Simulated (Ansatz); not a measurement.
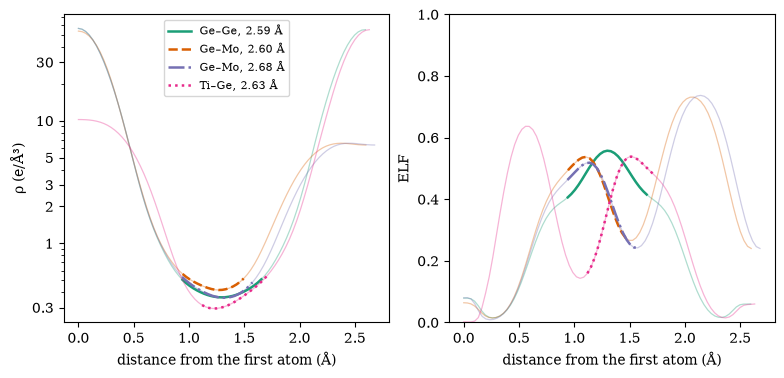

*TiGe8Mo3. Valence charge density (pseudo) and ELF along straight lines between neighbouring atoms. Thin, pale parts lie inside the atomic spheres.*

Space group C222; a structure generated by program, which may or may not match a known phase; computed without spin polarisation.

Theory: DFT PBE, scalar-relativistic, plane waves, PAW in Ansatz 0.2.0.

The density is the valence pseudo-density of a PAW calculation; it isn't the true density close to the nuclei.

The calculation's input:

```
crystal:
  lattice:
    - [4.3599973472, -4.4042360843, 0.0]
    - [4.3599973472, 4.4042360843, 0.0]
    - [0.0, 0.0, 4.9038346808]
  atoms:
    - { symbol: Ti, position: [0.0, 0.0, 0.5] }
    - { symbol: Ge, position: [0.8395069844, 0.8395069844, 0.0] }
    - { symbol: Ge, position: [0.3390268752, 0.3390268752, 0.5] }
    - { symbol: Ge, position: [0.6637863453, 0.1628888297, 0.2487031206] }
    - { symbol: Ge, position: [0.1628888297, 0.6637863453, 0.7512968794] }
    - { symbol: Ge, position: [0.3362136547, 0.8371111703, 0.2487031206] }
    - { symbol: Ge, position: [0.8371111703, 0.3362136547, 0.7512968794] }
    - { symbol: Ge, position: [0.1604930156, 0.1604930156, 0.0] }
    - { symbol: Ge, position: [0.6609731248, 0.6609731248, 0.5] }
    - { symbol: Mo, position: [0.5, 0.5, 0.0] }
    - { symbol: Mo, position: [0.0, 0.5, 0.2671699628] }
    - { symbol: Mo, position: [0.5, 0.0, 0.7328300372] }
basis:
  ecutwfc: 420
kpoints:
  mp_grid: { grid: [6, 6, 8] }
  band_path:
    path:
      - [[0.0, 0.0, 0.0], [-0.5, 0.5, 0.0], [-0.49500293, 0.50499707, 0.0]]
      - [[0.49500293, 0.49500293, 0.0], [0.0, 0.0, 0.0], [0.0, 0.0, 0.5], [0.49500293, 0.49500293, 0.5]]
      - [[-0.49500293, 0.50499707, 0.5], [-0.5, 0.5, 0.5], [-0.5, 0.5, 0.0]]
      - [[0.0, 0.0, 0.0], [0.0, 0.5, 0.0], [0.0, 0.5, 0.5], [0.0, 0.0, 0.5], [-0.5, 0.5, 0.5]]
    npoints: 10
hamiltonian:
  xc: pbe
scf:
  occupations: { method: gaussian, width: 0.1 }
  n_extra_bands: 30
output:
  forces: true
  stress: true
  eigenvalues: true
  populations: true
  dos: { projected: true, de: 0.02, nscf_kmesh: { grid: [8, 8, 10] } }
  bader: false
  write_density: true
  write_potential: true
  elf: true
  volumetric_format: npy
```

Launched as:

```sh
ansatz run input.yaml --threads 4 --pin off --max-ram 8192MiB --backend cpu --events-out ev --progress --plain --runs-dir out
```

Below, planes, directions and counts refer to the conventional cell (a = 8.72 Å, b = 8.81 Å, c = 4.90 Å, α = 90.00°, β = 90.00°, γ = 90.00°).

Question: What can be read from the curves?

Answer: Ge–Ge (2.59 Å): the density is about 0.36 e/Å³ at the midpoint; the ELF reaches about 0.55 near the midpoint.
Ge–Mo (2.60 Å): the density is about 0.42 e/Å³ at the midpoint; the ELF is about 0.40 at the midpoint.
Ge–Mo (2.68 Å): ρ at the midpoint is about 0.36 e/Å³; the ELF is about 0.40 at the midpoint.
Ti–Ge (2.63 Å): ρ is about 0.3 e/Å³ halfway; the ELF is about 0.40 at the midpoint.
